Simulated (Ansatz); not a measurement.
# The valence band of LiH3C2O5 as photoemission sees it

What would valence photoemission of LiH3C2O5 look like, and what sets its shape?

Calculated with Ansatz 0.2.0; DFT, r2SCAN, plane-wave PAW, default files, scalar-relativistic, in the first sound run; inputs show where later runs differ.

### Step 1. The structure

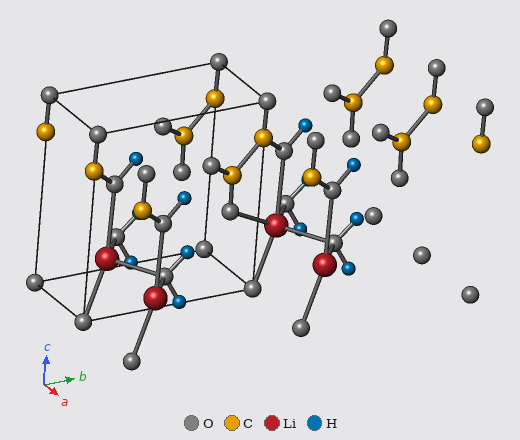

The starting structure, seen slightly off an axis (oxygen grey, carbon orange, lithium red, hydrogen blue). 2×2×1 cells are drawn. Bonds to atoms that aren't drawn are left out. Some periodic images of atoms are drawn too.

Structure file:

```cif
data_structure
_symmetry_space_group_name_H-M 'P 1'
_symmetry_Int_Tables_number 1
_cell_length_a 3.6060
_cell_length_b 5.1912
_cell_length_c 6.1607
_cell_angle_alpha 79.136
_cell_angle_beta 84.951
_cell_angle_gamma 77.606
_cell_volume 110.48
loop_
_atom_site_label
_atom_site_type_symbol
_atom_site_fract_x
_atom_site_fract_y
_atom_site_fract_z
_atom_site_occupancy
O1 O 0.36621 0.35315 0.25701 1
O2 O 0.41241 0.56751 0.81870 1
O3 O 0.17529 0.77556 0.48863 1
O4 O 0.79792 0.18616 0.65892 1
O5 O 0.00751 0.99766 0.00202 1
C6 C 0.21060 0.75991 0.69155 1
C7 C 0.99233 0.99668 0.80354 1
Li8 Li 0.92987 0.13440 0.29883 1
H9 H 0.36469 0.45355 0.10295 1
H10 H 0.30952 0.49637 0.34912 1
H11 H 0.63287 0.35291 0.73086 1
```

### Step 2. Self-consistent run, DOS and bands

The base run gives the projected DOS, from which the spectra are built. The DOS is taken on a denser mesh than the density.

The input, input.yaml:

```yaml
crystal:
  lattice:
    - [3.6059955051, 0.0, 0.0]
    - [1.1142282637, 5.0702587829, 0.0]
    - [0.5422342638, 1.0696635932, 6.0428069722]
  atoms:
    - { symbol: O, position: [0.366206, 0.353153, 0.257008] }
    - { symbol: O, position: [0.412413, 0.567515, 0.818699] }
    - { symbol: O, position: [0.175288, 0.775558, 0.488634] }
    - { symbol: O, position: [0.797919, 0.186157, 0.658922] }
    - { symbol: O, position: [0.007508, 0.997656, 0.002023] }
    - { symbol: C, position: [0.210602, 0.759909, 0.691548] }
    - { symbol: C, position: [0.992335, 0.99668, 0.803537] }
    - { symbol: Li, position: [0.929865, 0.134397, 0.298834] }
    - { symbol: H, position: [0.364687, 0.453553, 0.102952] }
    - { symbol: H, position: [0.309519, 0.496367, 0.349117] }
    - { symbol: H, position: [0.632867, 0.352915, 0.730856] }
kpoints:
  mp_grid: { grid: [6, 6, 4] }
  band_path:
    path:
      - [[0.0, 0.0, 0.0], [-0.5, 0.0, 0.0]]
      - [[0.0, 0.0, -0.5], [0.0, 0.0, 0.0], [0.0, -0.5, 0.0]]
      - [[-0.5, -0.5, -0.5], [0.0, 0.0, 0.0], [0.0, -0.5, -0.5]]
      - [[-0.5, -0.5, 0.0], [0.0, 0.0, 0.0], [-0.5, 0.0, -0.5]]
    npoints: 12
scf:
  occupations: { method: fermi_dirac, width: 0.02 }
  n_extra_bands: 26
hamiltonian:
  xc: r2scan
  pseudopotentials: { kind: paw }
output:
  forces: true
  stress: true
  dos:
    projected: true
    de: 0.05
    e_range: [-36, 12]
    nscf_kmesh: { grid: [12, 8, 8] }
  fatbands: true
```

Run with:

```bash
$ ansatz run input.yaml --threads 2 --pin off --max-ram 4096MiB --backend cpu --events-out ev --progress --plain --runs-dir out
```

Numbers of over 12 decimals in the logs are rounded to 6 here.

The program printed:

```text
scf.n_extra_bands = 26 over 22 filled bands (N_el = 44.0): the run solves 48 bands
Engine: ansatz 0.2.0, aarch64-unknown-linux-gnu
Pseudopotentials: kind: paw
Pseudopotential: O, paw, valence charge 6, recommended cutoff 500 eV (meta_gga), O.paw.azcp
Pseudopotential: C, paw, valence charge 4, recommended cutoff 500 eV (meta_gga), C.paw.azcp
Pseudopotential: Li, paw, valence charge 3, recommended cutoff 500 eV (meta_gga), Li.paw.azcp
Pseudopotential: H, paw, valence charge 1, recommended cutoff 500 eV (meta_gga), H.paw.azcp
Functional definition: r2SCAN
  parameter k0 = 0.174
  parameter k1 = 0.065
  parameter a1 = 4.9479
  exchange = r2scan_x(k0 = k0, k1 = k1, a1 = a1)
  correlation = r2scan_c
Crystal: 11 atoms, lattice volume = 110.483 Å³
Basis set: ecut = 500 eV, 2819 PW (Γ), exchange–correlation on 108×160×180 points (64 copies of the dense FFT grid, shifted against one another)
Bands: 48, of which v1, the nominal top of the filled ones, is band 22 counted from 1 (21 counted from 0)
Symmetry: 1 space group operations
Space group: P1 (ITA 1), of the structure as read, at distance tolerance 4.8e-5 Å
k-points: 76 of 144 (time reversal used)
Non-local potential: O, projectors of the file, l = 0: 2, l = 1: 2, l = 2: 1
Non-local potential: C, projectors of the file, l = 0: 2, l = 1: 2, l = 2: 1
Non-local potential: Li, projectors of the file, l = 0: 3, l = 1: 2, l = 2: 1
Non-local potential: H, projectors of the file, l = 0: 2, l = 1: 1
PAW form: soft (Blöchl's): semilocal exchange-correlation on the pseudo side does not see the compensation charge
PAW frozen core: O, regenerated for the run's functional (the file was generated under x = pbe(κ = 0.804, μ = 0.219515), c = pbe(β = 0.066725))
PAW frozen core: C, regenerated for the run's functional (the file was generated under x = pbe(κ = 0.804, μ = 0.219515), c = pbe(β = 0.066725))
PAW one-centre angular grid: O, 302 points (default); XC on 160 Gauss nodes
PAW one-centre angular grid: C, 302 points (default); XC on 239 of its mesh's 2573 points in the sphere
PAW one-centre angular grid: Li, 302 points (default); XC on 327 of its mesh's 2665 points in the sphere
PAW one-centre angular grid: H, 302 points (default); XC on 160 Gauss nodes
Initial density: superposition of atomic densities (neutral atoms: chi_scale 0, normalization atom), corrected by the library's trained network
Initial wavefunctions: pseudopotential atomic-orbital guess
Functional: x = r2scan, c = r2scan; τ floored in thin density (d = 2e-4 eV/Å³)
SCF iter   1: F=—  HF=-3600.442667 eV  |F-HF|=—  |Δ(HF+E_count)|=         —  Δρ=9.17e-3  dr2=1.17e-1  dr2_τ=9.06e-1  ethr=1.77e-3  ⟨swp⟩=6.0  Hψ=17911  notcnv=0  defer=512
preconditioner: auto → Resta (q_TF=auto, 2.340 Å⁻¹)  ε∞=2.0  [insulator: Δε(μ)=3.824 eV  Ē_g=23.044 eV  σ=0.020 eV  W_gap=1.00  n_scr=22 (ndim 8)  ℏωp=22.9 eV  f_vac=0.161  D(μ)=0.00/eV (n_scr^D=0)  ε∞_Penn≈2.0]
SCF iter   2: F=—  HF=-3600.473709 eV  |F-HF|=—  |Δ(HF+E_count)|=   3.10e-2  Δρ=4.69e-3  dr2=1.03e-2  dr2_τ=4.39e-3  ethr=2.66e-4  ⟨swp⟩=2.0  Hψ=6025  notcnv=0  defer=1581
SCF iter   3: F=—  HF=-3600.474170 eV  |F-HF|=—  |Δ(HF+E_count)|=   4.61e-4  Δρ=2.03e-3  dr2=2.68e-3  dr2_τ=3.22e-4  ethr=2.34e-5  ⟨swp⟩=2.0  Hψ=3886  notcnv=0  defer=1581
SCF iter   4: F=—  HF=-3600.474218 eV  |F-HF|=—  |Δ(HF+E_count)|=   4.81e-5  Δρ=8.23e-4  dr2=6.28e-4  dr2_τ=9.32e-5  ethr=6.10e-6  ⟨swp⟩=2.0  Hψ=3906  notcnv=0  defer=1581
SCF iter   5: F=—  HF=-3600.474188 eV  |F-HF|=—  |Δ(HF+E_count)|=   2.95e-5  Δρ=2.66e-4  dr2=6.47e-5  dr2_τ=1.13e-5  ethr=1.43e-6  ⟨swp⟩=2.0  Hψ=3511  notcnv=0  defer=1581
SCF iter   6: F=—  HF=-3600.474201 eV  |F-HF|=—  |Δ(HF+E_count)|=   1.30e-5  Δρ=6.94e-5  dr2=4.53e-6  dr2_τ=4.54e-7  ethr=1.47e-7  ⟨swp⟩=2.0  Hψ=3207  notcnv=0  defer=1581
SCF iter   7: F=—  HF=-3600.474206 eV  |F-HF|=—  |Δ(HF+E_count)|=   4.39e-6  Δρ=4.21e-5  dr2=1.31e-6  dr2_τ=2.31e-7  ethr=1.03e-8  ⟨swp⟩=2.0  Hψ=3736  notcnv=0  defer=1581
SCF iter   8: F=-3600.474205 eV  HF=-3600.474205 eV  |F-HF|=7.29e-9  |Δ(HF+E_count)|=   8.45e-8  Δρ=7.69e-6  dr2=5.48e-8  dr2_τ=7.58e-9  ethr=2.27e-10  ⟨swp⟩=12.2  Hψ=23808  notcnv=0
SCF 1 converged in 8 iterations: F = -3600.474205 eV  dr2 = 5.48e-8
  greatest PAW one-centre occupation: 0.999 electrons in one spin orbital (limit 2), on the Li atom at site 7 (counted from 0), in its partial waves of l = 0
NSCF: frozen V_eff on 88 k-points
NSCF: frozen V_eff on 388 k-points
SCF converged after 8 iterations
Free energy (F): -3600.474205 eV
Harris-Foulkes:  -3600.474205 eV  (|F-HF|=7.29e-9)
Internal energy: -3600.474205 eV  (E = F + TS)
E sigma→0 (E₀):  -3600.474205 eV
Fermi energy:    1.966172 eV
--- Per-component energies (eV) ---
  E_band       = -430.219024
  E_kinetic    = 1119.485090
  E_local      = -3107.467351  (includes V_loc(G=0)·N_el)
  E_nonlocal   = 263.232335
  E_hartree    = 1086.713930
  E_xc         = -492.801530
  E_vxc        = -708.255325  (∫ρ·V_xc dr)
  E_paw        = -1026.406458  (= ΣΔE_a)
  E_vpaw       = -218.038439  (= ΣTr[D̂ρ^β])
  E_aug_tail   = 0.003934  (compensation charges beyond the density's cutoff)
  E_vtau       = 47.389391  (kinetic-family band-sum trace: ∫τ·v_τ [+ j·A + Jᵃ·Aᵃ] dr)
  E_ewald      = -1443.024904
  E_core_change = -0.209252  (= ΣΔE_core)
  E_smearing   = -0.000000  (= −TS)
  E_closure    = -0.000000  (closes the sum)
  Σ components = -3600.474205   (vs F -3600.474205, Δ=0.00e0)
--- Forces (eV/Å), atoms counted from 1 ---
  atom   1  O      0.00376774     0.53344752    -0.15315240
  atom   2  O     -0.34873478     0.56689722    -0.49521244
  atom   3  O      0.11573341     0.17153108     0.83729969
  atom   4  O      0.15941917    -0.10520068     0.56753836
  atom   5  O     -0.13282795    -0.14958564    -1.07656348
  atom   6  C      0.20766810    -0.54875430    -0.25085496
  atom   7  C     -0.07782694     0.42425980     0.56835712
  atom   8  Li     0.01414804    -0.02946591     0.01562650
  atom   9  H     -0.02944932    -0.15555821     0.49571767
  atom  10  H     -0.02294000    -0.43144846    -0.33853836
  atom  11  H      0.11106040    -0.27616254    -0.17006761
  max |Σ_I F_I| component: 1.50e-4 eV/Å
--- Stress (GPa, compression-positive) ---
       -2.579797       0.931657      -1.143282
        0.931650      -4.028546       0.248479
       -1.143292       0.248502      -6.718444
  P = ⅓ Tr σ = -4.4423 GPa (-44.423 kbar)
--- Band table (eV; the first three rows and the last of 76) ---
  k-point 0: bands = [... 18 lower, -1.2717, -1.1398, -1.1154, -0.2529, 3.9034, 6.7086, 7.8855, 10.2254, ... 22 higher]
  k-point 1: bands = [... 18 lower, -1.3270, -1.1946, -1.1048, -0.1721, 3.9324, 6.9993, 7.8376, 8.9504, ... 22 higher]
  k-point 2: bands = [... 18 lower, -1.4402, -1.2287, -1.0641, -0.0947, 3.9615, 7.5844, 7.7856, 8.0404, ... 22 higher]
  k-point 75: bands = [... 18 lower, -1.4722, -1.3023, -1.1944, -0.1315, 4.0040, 7.7993, 10.0148, 10.3464, ... 22 higher]
```

Elapsed: 3.6 min, on 2 threads of Arm Neoverse V2, shared host; peak memory 1.4 GiB.

Numbers from this step:

| Quantity | Value |
| --- | --- |
| free energy | -3600.4742 eV |
| Fermi energy | 1.966 eV |
| symmetry operations | 1 |
| pressure | -4.442 GPa |
| gap on the k-mesh | 3.745 eV |
| zero of energy | valence-band maximum |
| share of occupied states in no projected shell | 0.0087 of the occupied states in the window |
| gap on the path | 3.745 eV |
| least direct gap on the path | 3.979 eV |
| valence top on path | 0 eV |

The electronic bands at the labelled points (eV, zero at the valence-band maximum; v1 is the highest filled band, c1 the lowest empty one):

| point | v4 | v3 | v2 | v1 | c1 |
| --- | --- | --- | --- | --- | --- |
| Γ | -1.36 | -1.23 | -1.20 | -0.34 | 3.82 |
| X | -1.52 | -1.28 | -0.53 | -0.05 | 4.13 |
| jump to Y | -1.53 | -1.32 | -1.15 | -0.18 | 3.87 |
| Γ | -1.36 | -1.23 | -1.20 | -0.34 | 3.82 |
| Z | -1.31 | -1.11 | -0.53 | 0.00 | 3.98 |
| jump to R | -1.56 | -1.39 | -1.28 | -0.22 | 3.92 |
| Γ | -1.36 | -1.23 | -1.20 | -0.34 | 3.82 |
| T | -1.23 | -1.09 | -0.49 | -0.11 | 4.03 |
| jump to U | -1.81 | -1.34 | -1.29 | -0.25 | 3.75 |
| Γ | -1.36 | -1.23 | -1.20 | -0.34 | 3.82 |
| V | -1.69 | -1.19 | -0.49 | -0.11 | 4.26 |

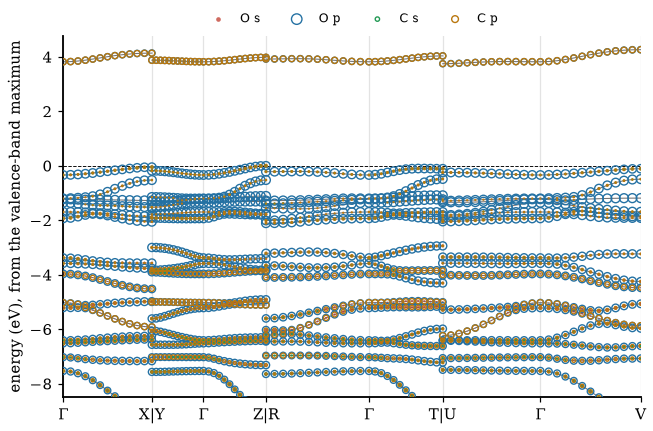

Electronic bands along the path; dots are coloured as in the legend, and their area grows with the weight.

The DOS has structure finer than the step of the table below, so its rows give means over 2.5 eV, whole bins alone (the curve runs from -24.3 to 13.9 eV). Peaks (eV: height): total -20.45: 11.3, -19.85: 11.1, -1.75: 12.7, -1.25: 13.4; O 2p -3.85: 5.48, -1.75: 12.0, -1.25: 13.1, -0.15: 8.37; C 2p -20.45: 3.09, -19.55: 1.60, 3.95: 3.20, 7.75: 3.79; O 2s -22.75: 4.31, -20.45: 7.22, -19.85: 7.78, -19.55: 6.30; H 1s -19.85: 1.84, -19.55: 0.572, -7.05: 1.51, 13.55: 1.00.

* holds the states left over by the projection beside any projected weight of its own. DOS against E, zero at the valence-band maximum; means over each step; 7 of 8 lines; values in states/eV/cell:

| E (eV) | total | O 2p | C 2p | O 2s | H 1s | C 2s | Li 2p* |
| --- | --- | --- | --- | --- | --- | --- | --- |
| -22.5 | 1.60 | 0.122 | 0.0968 | 0.920 | 0.0540 | 0.379 | 0 |
| -20.0 | 2.40 | 0.0617 | 0.428 | 1.65 | 0.209 | 0.0149 | 0 |
| -17.5 | 0 | 0 | 0 | 0 | 0 | 0 | 0 |
| -15.0 | 0 | 0 | 0 | 0 | 0 | 0 | 0 |
| -12.5 | 0.458 | 0.133 | 0.136 | 0.0546 | 0.0327 | 0.0941 | 0.00672 |
| -10.0 | 0.571 | 0.213 | 0.143 | 0.0692 | 0.0497 | 0.0886 | 0.00717 |
| -7.5 | 2.39 | 1.46 | 0.315 | 0.253 | 0.240 | 0.0678 | 0.0283 |
| -5.0 | 3.55 | 2.38 | 0.752 | 0.244 | 0.0959 | 0.0170 | 0.0431 |
| -2.5 | 3.82 | 3.49 | 0.110 | 0.0904 | 0.0412 | 0.0211 | 0.0403 |
| 0.0 | 2.01 | 1.88 | 0.0584 | 0.00526 | 0.00967 | 0.0326 | 0.0207 |
| 2.5 | 0.00683 | 0.00328 | 0.00291 | 2.9e-5 | 5.7e-5 | 4.3e-6 | 5.0e-4 |
| 5.0 | 0.793 | 0.386 | 0.370 | 0.00119 | 0.00176 | 2.6e-4 | 0.0321 |
| 7.5 | 1.44 | 0.258 | 0.532 | 0.0955 | 0.138 | 0.0294 | 0.216 |
| 10.0 | 2.18 | 0.132 | 0.146 | 0.157 | 0.331 | 0.176 | 1.08 |
| 12.5 | 4.04 | 0.333 | 0.344 | 0.125 | 0.540 | 0.315 | 2.27 |

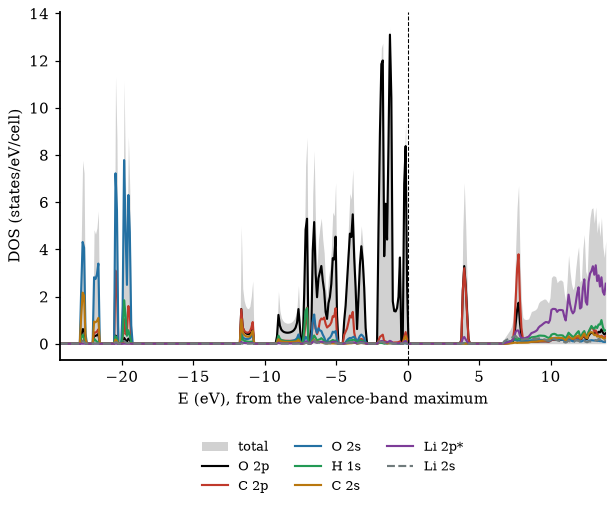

DOS, plotted against E.

Simulated valence spectra by photon energy, shown to 13 eV, since a deeper line would dwarf them at some energies; the 100 % can be that line's tail at the edge; this run's widths, added to any smearing of the DOS itself: Gaussian 0.15 eV, Lorentzian 0.2 eV. Intensity against binding energy, zero at the valence-band maximum; values in % of the maximum within 13 eV:

| binding energy (eV) | 60 eV | 1486.7 eV | 8047.8 eV | 9251.7 eV |
| --- | --- | --- | --- | --- |
| 0 | 28.6 | 19.2 | 7.36 | 6.91 |
| 2 | 68.6 | 43.4 | 15.0 | 14.0 |
| 4 | 51.4 | 49.9 | 34.5 | 34.0 |
| 6 | 38.5 | 63.6 | 59.4 | 59.2 |
| 8 | 10.2 | 22.9 | 22.9 | 22.9 |
| 10 | 0.901 | 2.23 | 2.26 | 2.26 |
| 12 | 1.92 | 6.14 | 6.46 | 6.46 |

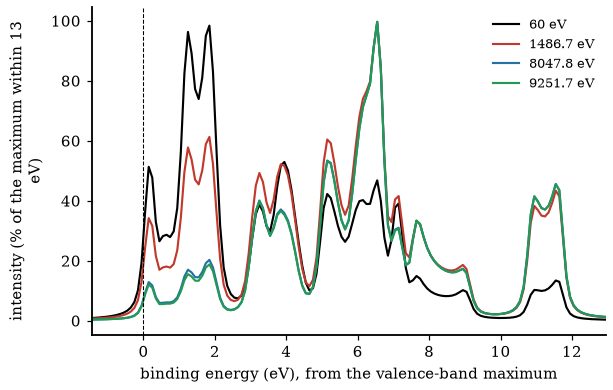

Intensity, plotted against binding energy.

Maxima picked by a test of local sharpness, so broad peaks and shoulders can be missing; peaks within 0.45 eV of a curve's cut are left out. Valence peaks, by row, the first 40 of 56 rows:

| photon energy (eV) | binding energy (eV) | height (% of the maximum within 13 eV) | main shell | its share (%) |
| --- | --- | --- | --- | --- |
| 60 | 22.72 | 23.53 | O 2s | 54.71 |
| 60 | 20.42 | 25.22 | O 2s | 68.28 |
| 60 | 19.77 | 27.21 | O 2s | 79.92 |
| 60 | 19.57 | 26.02 | O 2s | 77.71 |
| 60 | 7.121 | 40.59 | O 2p | 87.19 |
| 60 | 6.521 | 47.05 | O 2p | 83 |
| 60 | 6.121 | 40.42 | O 2p | 82.5 |
| 60 | 5.171 | 42.5 | O 2p | 84.45 |
| 60 | 3.921 | 53.18 | O 2p | 89.64 |
| 60 | 3.271 | 38.79 | O 2p | 93.26 |
| 60 | 1.821 | 100 | O 2p | 98.34 |
| 60 | 1.271 | 96.82 | O 2p | 99.3 |
| 60 | 0.6208 | 28.9 | O 2p | 98.04 |
| 60 | 0.1708 | 53.17 | O 2p | 96.56 |
| 1487 | 22.72 | 280.8 | O 2s | 85.05 |
| 1487 | 21.77 | 252.5 | O 2s | 89.41 |
| 1487 | 20.42 | 324.5 | O 2s | 98.45 |
| 1487 | 19.77 | 406.1 | O 2s | 99.34 |
| 1487 | 19.57 | 377.6 | O 2s | 99.35 |
| 1487 | 11.57 | 44.17 | O 2s | 56.71 |
| 1487 | 10.97 | 38.43 | O 2s | 63.22 |
| 1487 | 7.121 | 42.91 | O 2s | 48.42 |
| 1487 | 6.521 | 100 | O 2s | 73.48 |
| 1487 | 5.171 | 61.04 | O 2s | 64.34 |
| 1487 | 3.871 | 52.49 | O 2p | 51 |
| 1487 | 3.271 | 49.31 | O 2s | 56.47 |
| 1487 | 1.821 | 62.16 | O 2p | 89.5 |
| 1487 | 1.271 | 58.1 | O 2p | 93.63 |
| 8048 | 22.72 | 335.9 | O 2s | 88.11 |
| 8048 | 21.77 | 304.7 | O 2s | 91.83 |
| 8048 | 20.42 | 399 | O 2s | 99.22 |
| 8048 | 19.77 | 501.2 | O 2s | 99.74 |
| 8048 | 19.57 | 465.8 | O 2s | 99.79 |
| 8048 | 11.57 | 46.39 | O 2s | 66.91 |
| 8048 | 10.97 | 41.56 | O 2s | 72.45 |
| 8048 | 7.671 | 33.97 | O 2s | 85.39 |
| 8048 | 7.121 | 31.88 | O 2s | 80.75 |
| 8048 | 6.521 | 100 | O 2s | 91.06 |
| 8048 | 5.171 | 54.07 | O 2s | 90.01 |
| 8048 | 3.821 | 37.2 | O 2s | 80.88 |

The intensity has structure finer than the step of the table below, so its rows give means over 2 eV, whole bins alone (the curve runs from -24.3 to 1.45 eV). Peaks (eV: height): O K -6.3: 40.5, -3.8: 47.2, -1.5: 99.9; O K, E along x -4.0: 46.4, -1.5: 180; O K, E along y -11.3: 14.2, -3.5: 59.6, -1.6: 85.4, -0.2: 71.4; O K, E along z -6.4: 86.1, -3.7: 43.6, -1.1: 42.1; C K -20.2: 78.2, -11.3: 56.4, -5.6: 100.0, -4.0: 75.5.

Shapes are the site's partial DOS without matrix elements, which overweights lines from ligand s bands. Table of intensity by emission energy less the core level's binding energy, zero at the valence-band maximum; means over each step; 7 of 8 lines; values in % of the unpolarised maximum:

| emission energy less the core level's binding energy (eV) | O K | O K, E along x | O K, E along y | O K, E along z | C K | C K, E along x | C K, E along y |
| --- | --- | --- | --- | --- | --- | --- | --- |
| -22 | 2.03 | 0.585 | 0.806 | 4.69 | 15.3 | 5.51 | 30.1 |
| -20 | 1.17 | 0.180 | 1.24 | 2.08 | 57.4 | 17.8 | 11.2 |
| -18 | 0.120 | 0.0570 | 0.138 | 0.164 | 2.54 | 0.931 | 0.774 |
| -16 | 0.0833 | 0.0642 | 0.0921 | 0.0938 | 0.231 | 0.114 | 0.200 |
| -14 | 0.143 | 0.104 | 0.186 | 0.139 | 0.317 | 0.146 | 0.453 |
| -12 | 3.24 | 1.70 | 6.85 | 1.18 | 25.7 | 4.61 | 46.4 |
| -10 | 2.87 | 1.64 | 5.47 | 1.51 | 13.0 | 3.61 | 24.5 |
| -8 | 14.9 | 5.41 | 15.0 | 24.3 | 24.0 | 13.4 | 47.8 |
| -6 | 36.2 | 21.4 | 20.6 | 66.7 | 84.9 | 125 | 83.7 |
| -4 | 36.1 | 30.4 | 42.0 | 36.0 | 52.5 | 101 | 36.5 |
| -2 | 61.6 | 103 | 56.2 | 26.2 | 11.4 | 9.28 | 18.8 |
| 0 | 28.4 | 26.5 | 42.2 | 16.5 | 7.74 | 2.46 | 15.5 |

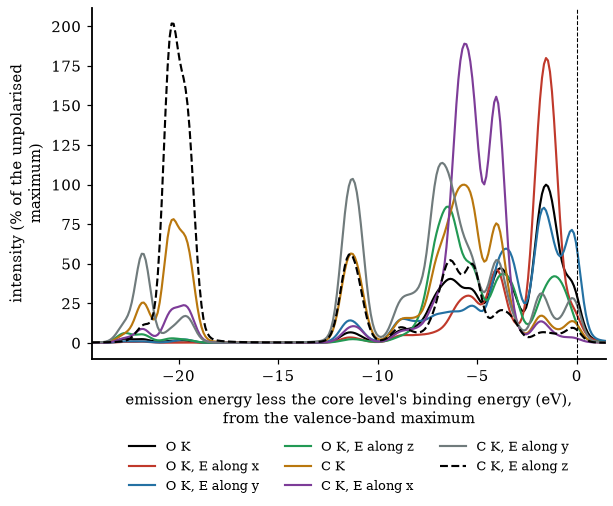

Intensity, plotted against emission energy less the core level's binding energy.

The broadened DOS, unweighted empty DOS has structure finer than the step of the table below, so its rows give means over 1 eV, whole bins alone (the curve runs from -0.946 to 13.2 eV). Peaks (eV: height): 4.0: 3.32, 7.8: 3.85.

Table of broadened DOS, unweighted empty DOS by E, zero at the valence-band maximum; means over each step:

| E (eV) | broadened DOS, unweighted empty DOS (states/eV/cell) |
| --- | --- |
| 2 | 0 |
| 3 | 0.0489 |
| 4 | 1.91 |
| 5 | 0.0369 |
| 6 | 0.00665 |
| 7 | 0.853 |
| 8 | 2.44 |
| 9 | 1.54 |
| 10 | 2.31 |
| 11 | 2.65 |
| 12 | 3.32 |

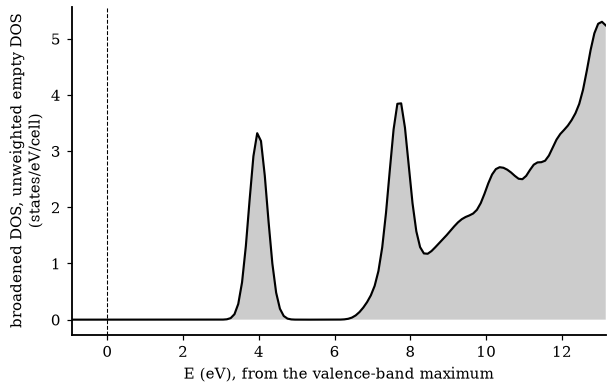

Broadened DOS, unweighted empty DOS, plotted against E.

The spectra weight each projected shell by its atomic cross section (Dirac–Hartree–Slater) and angular factor, for linear light with the analyser at 54.7° from the polarisation. Broadening, on top of any smearing of the DOS itself: a Gaussian of 0.15 eV and a Lorentzian of 0.2 eV plus 0 times the binding energy (full widths), Fermi edge at 300 K. Curves are cut 10 eV under the photon energy, above any shell that the free atom's threshold puts out of reach, or at the lower edge of the window: 24.4 eV at 60 eV, 24.4 eV at 1486.7 eV, 24.4 eV at 8047.8 eV and 24.4 eV at 9251.7 eV. A star in tables and legends marks shells that hold the states left over by the projection (0.9 % of the filled ones), a stand-in for orbitals that the files don't project on. Dipole terms alone, which is rough above 3 keV; no background, satellites or final-state effects.

(Continued in part 2 of 3.)

[Logs are printed without paths, hosts, clocks, repeated set-up lines and the standing remarks that a program may print on its own settings, such as how far it seeks lower states.]

[Hosts, paths, dates, database ids (printed as entryN), source tags and the programs' standing remarks are cut or masked in the printed files.]

[Maps of the electrostatic potential energy from Ansatz leave out the sawtooth potential of an applied field or a dipole correction, so their vacuum need not be flat; work functions include it.]

[Peak lists hold at most the 14 tallest peaks of each spectrum; further lines can be left out.]
